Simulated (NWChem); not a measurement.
# One shape, several levels: doublet [F2]+

We compute a comparison of 6 runs (UM06-2X/cc-pVTZ, U-revPBE/cc-pVTZ, UBHLYP/cc-pVTZ, UBLYP/cc-pVTZ, USVWN5/cc-pVTZ, UTPSS/cc-pVTZ) of doublet [F2]+. 

The calculation is run with NWChem 7.3.0.

## (1) The molecule

The species is [F2]+ (2 atoms), meant as a doublet with charge +1. As SMILES of the parent species, `FF`. The coordinates come from a PBE0-D4/def2-TZVP relaxation. That shape belongs to the parent species and isn't relaxed for this state.

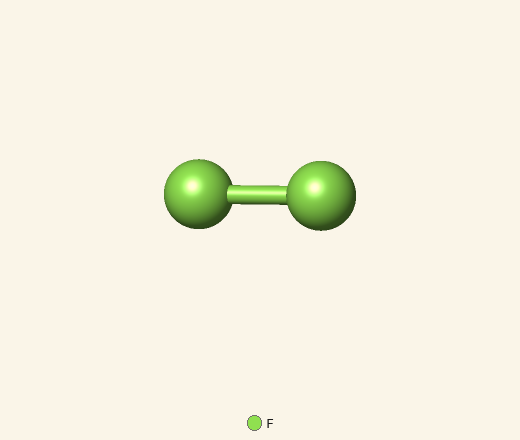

The structure, seen from a chosen angle (fluorine green).

## (2) A single-point energy at UM06-2X/cc-pVTZ (run 1)

Contents of run.py:

```python
from ase import Atoms
from ase.calculators.nwchem import NWChem

molecule = Atoms('FF', positions=[
    [-0.583900, 0.212400, -0.295000],
    [0.583900, -0.212400, 0.295000],
])

calc = NWChem(
    label='f2',
    theory='dft',
    memory='2200 mb',
    basis='cc-pVTZ',
    basispar='spherical bse',
    charge=1,
    dft={'xc': 'm06-2x', 'mult': '2', 'grid': 'xfine', 'convergence': 'energy 1e-08', 'iterations': '100', 'mulliken': None, 'print': 'low'},
    task='energy',
)
molecule.calc = calc

print(f"energy = {molecule.get_potential_energy():.6f} eV")
```

The run is started by

```
$ export ASE_NWCHEM_COMMAND="nwchem PREFIX.nwi > PREFIX.nwo"
$ python run.py
```

The log of the run:

```text
energy = -5412.877427 eV
```

The calculator wrote f2.nwi:

```
title "f2"

permanent_dir f2

scratch_dir f2

start f2

geometry units angstrom nocenter noautosym noautoz
  F  -5.8389999999999997e-01 2.1240000000000001e-01 -2.9499999999999998e-01
  F  5.8389999999999997e-01 -2.1240000000000001e-01 2.9499999999999998e-01
end

charge 1

memory 2200 mb

basis spherical bse noprint
   * library cc-pVTZ
end

dft
  xc m06-2x
  mult 2
  grid xfine
  convergence energy 1e-08
  iterations 100
  mulliken
  print low
end

task dft energy
```

f2.nwo, shortened:

```text
[...]
         Total DFT energy =     -198.919578075975
      One electron energy =     -331.125858308131
           Coulomb energy =      121.188877459817
    Exchange-Corr. energy =      -20.142050232840
 Nuclear repulsion energy =       31.159453005178
[... 18 lines left out ...]
    Atom       Charge   Shell Charges
 -----------   ------   -------------------------------------------------------
[...]
      <S2> =      0.7548 (Exact =     0.7500)
[...]
```

It took 10 s on 1 thread of Intel Xeon Platinum 8488C (Sapphire Rapids), shared host; peak memory 0.11 GiB.

## (3) The energy at U-revPBE/cc-pVTZ (run 2)

Contents of struct.nw:

```
start struct
memory 2200 mb
charge 1
geometry units angstrom noautosym nocenter noautoz
  F    -0.583900    0.212400   -0.295000
  F     0.583900   -0.212400    0.295000
end
basis spherical bse
  * library cc-pVTZ
end
dft
  xc revpbe cpbe96
  mult 2
  grid xfine
  convergence energy 1e-08
  iterations 100
  mulliken
end
task dft energy
```

The run is started by

```
$ nwchem struct.nw > struct.out
```

The log of the run:

```text
[...]
          Wavefunction type:  spin polarized.
          No. of atoms     :     2
          No. of electrons :    17
[...]
          Charge           :     1
          Spin multiplicity:     2
[...]
          AO basis - number of functions:    60
[...]
              XC Information
              --------------
                        RevPBE Exchange Functional  1.000
            Perdew 1991 LDA Correlation Functional  1.000 local
           PerdewBurkeErnz. Correlation Functional  1.000 non-local
[...]
 d= 0,ls=0.0,diis     1   -198.9571704636 -2.30D+02  1.98D-03  1.69D-01     1.0
[...]
 d= 0,ls=0.5,diis     8   -198.9758240312 -3.41D-09  1.39D-07  1.26D-10     8.4
[...]
         Total DFT energy =     -198.975824031580
      One electron energy =     -331.322732231453
           Coulomb energy =      121.396950685933
    Exchange-Corr. energy =      -20.209495491238
 Nuclear repulsion energy =       31.159453005178
[...]
      Total Density - Mulliken Population Analysis
     ---------------------------------------------
    Atom       Charge   Shell Charges
 -----------   ------   -------------------------------------------------------
    1 F    9     8.50   1.94  0.31  1.14  0.59  1.47  2.17  0.85  0.00  0.02  0.00
    2 F    9     8.50   1.94  0.31  1.14  0.59  1.47  2.17  0.85  0.00  0.02  0.00
[...]
      <S2> =      0.7514 (Exact =     0.7500)
[...]
```

Run time: 10 s. Hardware: 1 thread of Intel Xeon Platinum 8488C (Sapphire Rapids), shared host; peak memory 0.11 GiB.

Runs 3 to 5 aren't shown in full; the table further down has their settings and results.

## (4) The energy at UTPSS/cc-pVTZ (run 6)

Contents of run.py:

```python
from ase import Atoms
from ase.calculators.nwchem import NWChem

system = Atoms('FF', positions=[
    [-0.583900, 0.212400, -0.295000],
    [0.583900, -0.212400, 0.295000],
])

calc = NWChem(
    label='work',
    theory='dft',
    memory='2200 mb',
    basis='cc-pVTZ',
    basispar='spherical bse',
    charge=1,
    dft={'xc': 'xtpss03 ctpss03', 'mult': '2', 'grid': 'xfine', 'convergence': 'energy 1e-08', 'iterations': '100', 'mulliken': None},
    task='energy',
)
system.calc = calc

print(f"energy = {system.get_potential_energy():.6f} eV")
```

The run is started by

```
$ export ASE_NWCHEM_COMMAND="nwchem PREFIX.nwi > PREFIX.nwo"
$ python run.py
```

The log of the run:

```text
energy = -5416.391354 eV
```

The calculator wrote work.nwi:

```
title "work"

permanent_dir work

scratch_dir work

start work

geometry units angstrom nocenter noautosym noautoz
  F  -5.8389999999999997e-01 2.1240000000000001e-01 -2.9499999999999998e-01
  F  5.8389999999999997e-01 -2.1240000000000001e-01 2.9499999999999998e-01
end

charge 1

memory 2200 mb

basis spherical bse noprint
   * library cc-pVTZ
end

dft
  xc xtpss03 ctpss03
  mult 2
  grid xfine
  convergence energy 1e-08
  iterations 100
  mulliken
end

task dft energy
```

work.nwo:

```text
Northwest Computational Chemistry Package (NWChem) 7.3.0
             --------------------------------------------------------

           Job information
           ---------------

    nwchem branch   = 7.3.0
    use scalapack   = T
    input           = work.nwi
    prefix          = work.
    data base       = work/work.db
    status          = startup
    nproc           =        1

           Memory information
           ------------------

    heap     =     72089596 doubles =      550.0 Mbytes
    stack    =     72089601 doubles =      550.0 Mbytes
    global   =    144179200 doubles =     1100.0 Mbytes (distinct from heap & stack)
    total    =    288358397 doubles =     2200.0 Mbytes
    verify   = yes
    hardfail = no

           Directory information
           ---------------------

  0 permanent = work
  0 scratch   = work

                                NWChem Input Module
                                -------------------

                                       work
                                       ----

[... 20 lines left out ...]
            Nuclear Dipole moment (a.u.)
[... 27 lines left out ...]
  convergence criterion.
[... 16 lines left out ...]
          Convergence on density requested:  1.00D-05
[... 17 lines left out ...]
          Spatial weights used:  Erf1
[... 3 lines left out ...]
          Convergence aids based upon iterative change in
[... 79 lines left out ...]
         Total DFT energy =     -199.048712519661
[... 1 line left out ...]
           Coulomb energy =      121.466025868460
[... 1 line left out ...]
 Nuclear repulsion energy =       31.159453005178
[... 432 lines left out ...]
                     DFT Final Beta Molecular Orbital Analysis
[... 490 lines left out ...]
   alpha     51     52     53     54     55     56     57     58     59     60
    beta     51     49     53     54     55     56     57     58     59     60
 overlap   1.000  1.000  1.000  1.000  1.000  1.000  1.000  1.000  1.000  1.000

     --------------------------
     Expectation value of S2:
     --------------------------
      <S2> =      0.7518 (Exact =     0.7500)

 center of mass
 --------------
 x =   0.00000000 y =   0.00000000 z =   0.00000000

 moments of inertia (a.u.)
 ------------------
          17.929778378921          16.828200667798         -23.372500927497
          16.828200667798          58.070042729400           8.502002392534
         -23.372500927497           8.502002392534          52.383147795728

     Multipole analysis of the density
     ---------------------------------

     L   x y z        total         alpha         beta         nuclear
     -   - - -        -----         -----         ----         -------
     0   0 0 0      1.000000     -9.000000     -8.000000     18.000000

     1   1 0 0      0.000022      0.000005      0.000017      0.000000
[... 8 lines of this table left out ...]
     2   0 0 2     -5.308128     -5.875417     -5.026605      5.593894

 Task  times  cpu:        9.0s     wall:        9.0s
 Total times  cpu:        9.1s     wall:        9.1s
```

Run time: 11 s. Hardware: 1 thread of Intel Xeon Platinum 8488C (Sapphire Rapids), shared host; peak memory 0.11 GiB.

## (5) The series

```
run             level  energy (Eh)   ⟨S²⟩  wall time
  1   UM06-2X/cc-pVTZ  -198.919578  0.755       10 s
  2  U-revPBE/cc-pVTZ  -198.975824  0.751       10 s
  3    UBHLYP/cc-pVTZ  -198.909060  0.757      8.7 s
  4     UBLYP/cc-pVTZ  -199.029149  0.751       12 s
  5    USVWN5/cc-pVTZ  -197.758868  0.751      4.8 s
  6     UTPSS/cc-pVTZ  -199.048713  0.752       11 s
```

## (6) Results

| quantity | value |
| --- | --- |
| run 6: total energy | -199.04871 Eh |
| run 6: HOMO energy (highest over α and β) | -21.99 eV |
| run 6: LUMO energy (lowest over α and β) | -21.15 eV |
| run 6: ⟨S²⟩ | 0.752 |

What this shows: Totals of different functionals can't be ranked against each other. All runs together took 56 s, the longest 12 s.
